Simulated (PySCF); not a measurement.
## Electronic structure of C₄H₈NSi₂ (doublet) in real space

```yaml
atoms:
  - { symbol: C, position_ang: [3.9001, 0.1183, -0.6369] }
  - { symbol: C, position_ang: [2.8359, -0.4521, -0.6028] }
  - { symbol: Si, position_ang: [1.2687, -1.3895, -0.4202] }
  - { symbol: Si, position_ang: [-0.3620, -0.4253, 0.8589] }
  - { symbol: N, position_ang: [-1.6578, -1.5732, 0.7717] }
  - { symbol: C, position_ang: [-0.7949, 1.3253, 0.2964] }
  - { symbol: C, position_ang: [-1.8460, 1.6582, -0.4421] }
  - { symbol: H, position_ang: [4.8177, 0.6304, -0.6936] }
  - { symbol: H, position_ang: [1.0120, -1.9306, -1.7671] }
  - { symbol: H, position_ang: [-0.0304, -0.3668, 2.2915] }
  - { symbol: H, position_ang: [-2.0394, -1.8057, -0.1310] }
  - { symbol: H, position_ang: [-2.4144, -1.4759, 1.4290] }
  - { symbol: H, position_ang: [-0.0774, 2.1010, 0.5396] }
  - { symbol: H, position_ang: [-2.0268, 2.6648, -0.7882] }
  - { symbol: H, position_ang: [-2.5899, 0.9292, -0.7272] }
```

Geometry: GFN2-xTB.

Computed with UKS B3LYP, pcH-1 on C H N Si, non-relativistic, mean-field spin-orbit, GIAO (PySCF).

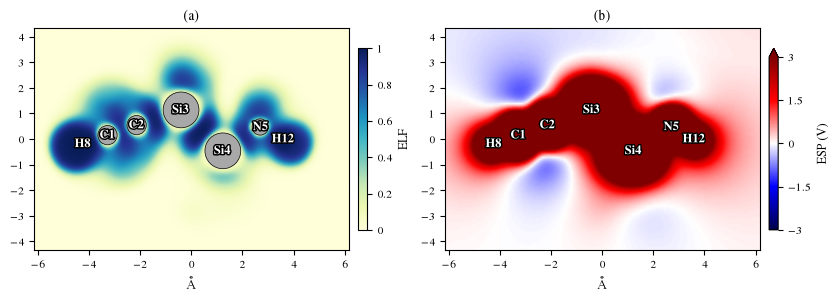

Figure 1. (a) ELF; (b) electrostatic potential on the plane of atoms C2, Si3 and Si4. Grey discs cover the atomic cores in the ELF map.

Read the bonding off the picture.

- The plane passes through C, Si, N and H nuclei.
- C–C (1.21 Å): the ELF peaks at about 0.85 between the atoms; a multiple bond.
- Si–N (1.73 Å): the ELF peaks at about 0.90 between the atoms; a polar covalent bond.
- C–Si (1.84 Å): the ELF peaks at about 0.95 between the atoms (localised, covalent bonding).
- Si–Si (2.29 Å): the ELF peaks at about 1 between the atoms: a shared electron pair.
- N–H (1.01 Å): the ELF climbs to about 1 towards the hydrogen, as it does in any bond to H (a covalent bond by its length).
- Outside the dense part of the molecule the potential is most negative (−1.0 V) near C2.

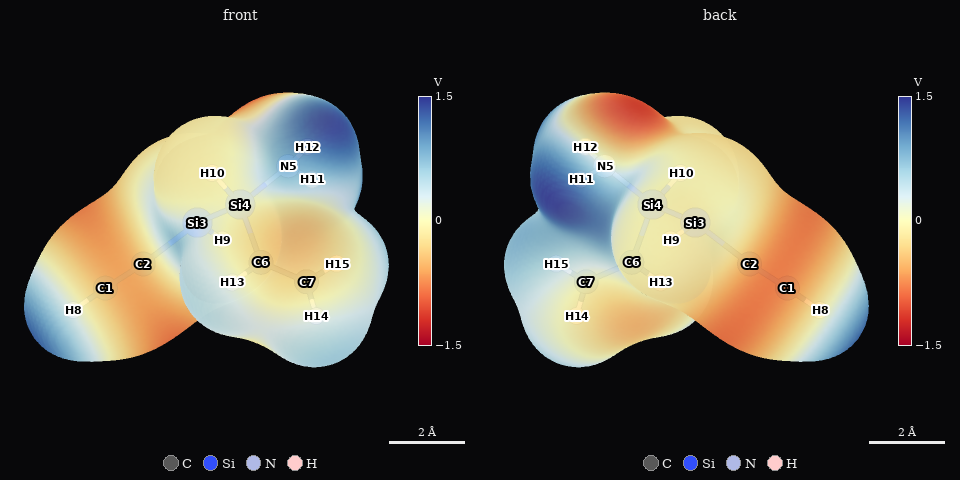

Figure 2. The electrostatic potential painted on the density surface at 0.001 e/bohr³, seen from the front and from behind; red is negative and blue positive.

Where is the surface potential most negative and most positive?

The most negative region (about −1.1 V) lies over N5, the most positive (about +1.4 V) over H11 and H12. N5 is the likeliest acceptor of a hydrogen bond.
